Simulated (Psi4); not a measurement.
# U-wB97X-D/cc-pVDZ (sweep point 5) run of NH2 (SMILES [NH2])

What is the vertical ionisation energy of NH2 at U-wB97X-D/cc-pVDZ (sweep point 5)? 

Program for the calculation: Psi4 1.11.

## 1. The system as given

NH2 has 3 atoms, charge 0, and is taken as a doublet. As SMILES, `[NH2]`. The coordinates come from a GFN2-xTB relaxation.

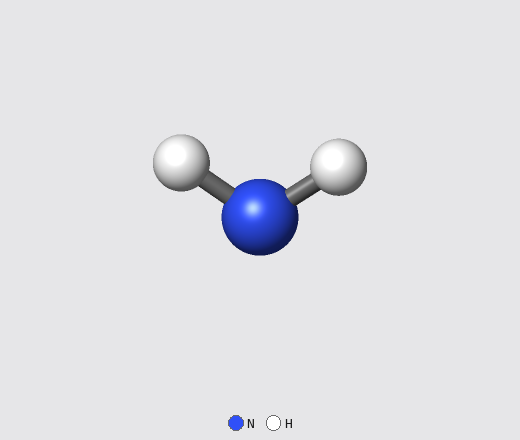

The structure, seen from a chosen angle (nitrogen blue, hydrogen white).

## 2. The energy at U-wB97X-D/cc-pVDZ (sweep point 5)

h2n.dat reads:

```
memory 1600 mb

molecule mol {
  0 2
  N      0.307180    -0.182210     0.151440
  H      0.155580     0.820260     0.174790
  H     -0.462760    -0.638040    -0.326220
  symmetry c1
}

set basis cc-pVDZ
set reference uks
set puream true
set scf_type pk
set dft_radial_points 99
set dft_spherical_points 590
set maxiter 150

energy("wb97x-d")
```

Command:

```console
$ psi4 -i h2n.dat -o h2n.out -n 1
```

h2n.out:

```text
[...]
  Running in c1 symmetry.
[...]
  Nuclear repulsion =    7.623248640330202
[...]
  Multiplicity = 2
[...]
  Nalpha       = 5
  Nbeta        = 4
[...]
    Number of basis functions: 24
[...]
   @UKS iter   1:   -55.79364214141556   -4.78782e-01   1.48110e-02 DIIS/ADIIS
[...]
   @UKS iter   8:   -55.85490480732678   -5.38301e-09   3.51010e-07 DIIS
[...]
   @S^2 Observed:                7.529915195E-01
[...]
    Orbital Energies [Eh]
    ---------------------
    Alpha Occupied:
       1A    -14.460207     2A     -0.944928     3A     -0.565523
       4A     -0.390330     5A     -0.387723
    Alpha Virtual:
       6A      0.148558     7A      0.218542     8A      0.628911
       9A      0.651866    10A      0.786301    11A      0.816038
      12A      0.906738    13A      1.150551    14A      1.211083
      15A      1.352687    16A      1.405957    17A      1.640204
      18A      1.997423    19A      2.066851    20A      2.198474
      21A      2.294212    22A      2.492987    23A      2.826513
      24A      3.007247
[...]
  @UKS Final Energy:   -55.85490480732678
   => Energetics <=
    Nuclear Repulsion Energy =              7.6232486403302024
    One-Electron Energy =                 -90.4286616170641366
    Two-Electron Energy =                  32.1708959055365398
    DFT Exchange-Correlation Energy =      -5.2203418639975068
    Empirical Dispersion Energy =          -0.0000458721318878
    VV10 Nonlocal Energy =                  0.0000000000000000
    Total Energy =                        -55.8549048073267826
[...]
 Multipole Moments:
 ------------------------------------------------------------------------------------
     Multipole            Electronic (a.u.)      Nuclear  (a.u.)        Total (a.u.)
 ------------------------------------------------------------------------------------
 L = 1.  Multiply by 2.5417464519 to convert [e a0] to [Debye]
 Dipole X            :          0.2154147           -0.8411302           -0.6257155
 Dipole Y            :         -0.1151753            0.4500467            0.3348714
 Dipole Z            :          0.0000000            0.0000000            0.0000000
 Magnitude           :                                                    0.7096892
[...]
```

Run time: 4.5 s. Hardware: 1 thread of Intel Xeon 6975P-C (Granite Rapids), shared host; peak memory 0.35 GiB.

## 3. The singlet cation, same level

input.dat reads:

```
memory 1600 mb

molecule molecule1 {
  1 1
  N      0.307180    -0.182210     0.151440
  H      0.155580     0.820260     0.174790
  H     -0.462760    -0.638040    -0.326220
  units angstrom
  symmetry c1
}

set globals {
  basis                cc-pVDZ
  puream               true
  scf_type             pk
  dft_radial_points    99
  dft_spherical_points 590
}

E, wfn = energy('wb97x-d', return_wfn=True)
```

Command:

```console
$ psi4 -n 1 input.dat output.dat
```

output.dat:

```text
[...]
  Running in c1 symmetry.
[...]
  Nuclear repulsion =    7.623248640330202
[...]
  Multiplicity = 1
[...]
  Nalpha       = 4
  Nbeta        = 4
[...]
    Number of basis functions: 24
[...]
   @RKS iter   1:   -55.38232371646831   -6.74636e-02   6.32222e-03 ADIIS/DIIS
[...]
   @RKS iter   7:   -55.39851223549505   -1.00438e-09   1.32672e-07 DIIS
[...]
    Orbital Energies [Eh]
    ---------------------
    Doubly Occupied:
       1A    -15.000643     2A     -1.377412     3A     -1.001026
       4A     -0.827978
[...]
  @RKS Final Energy:   -55.39851223549505
   => Energetics <=
    Nuclear Repulsion Energy =              7.6232486403302024
    One-Electron Energy =                 -86.2118029301508386
    Two-Electron Energy =                  28.1940479887718247
    DFT Exchange-Correlation Energy =      -5.0039600623143610
    Empirical Dispersion Energy =          -0.0000458721318878
    VV10 Nonlocal Energy =                  0.0000000000000000
    Total Energy =                        -55.3985122354950548
[...]
 Multipole Moments:
 ------------------------------------------------------------------------------------
     Multipole            Electronic (a.u.)      Nuclear  (a.u.)        Total (a.u.)
 ------------------------------------------------------------------------------------
 L = 1.  Multiply by 2.5417464519 to convert [e a0] to [Debye]
 Dipole X            :          0.0800033           -0.8411302           -0.7611268
 Dipole Y            :         -0.0427993            0.4500467            0.4072475
 Dipole Z            :          0.0000000            0.0000000            0.0000000
 Magnitude           :                                                    0.8632291
[...]
```

Run time: 3 s. Hardware: 1 thread of Intel Xeon 6975P-C (Granite Rapids), shared host; peak memory 0.35 GiB.

## 4. Results

Level: U-wB97X-D/cc-pVDZ (sweep point 5).

```
                                          quantity         value
                         doublet NH2: total energy  -55.85490 Eh
                        doublet NH2: dipole moment        1.80 D
   doublet NH2: HOMO energy (highest over α and β)      -9.86 eV
    doublet NH2: LUMO energy (lowest over α and β)      -0.21 eV
                    doublet NH2: dispersion energy  -0.12 kJ/mol
                                 doublet NH2: ⟨S²⟩         0.753
                      singlet cation: total energy  -55.39851 Eh
                       singlet cation: HOMO energy     -22.53 eV
                       singlet cation: LUMO energy     -14.04 eV
                     singlet cation: HOMO–LUMO gap       8.49 eV
                 singlet cation: dispersion energy  -0.12 kJ/mol
vertical ionisation energy (to the singlet cation)     12.419 eV
```

Removing an electron at fixed nuclei costs 12.42 eV (1198 kJ/mol). Only the singlet of the ionised species was computed; a triplet could lie lower.
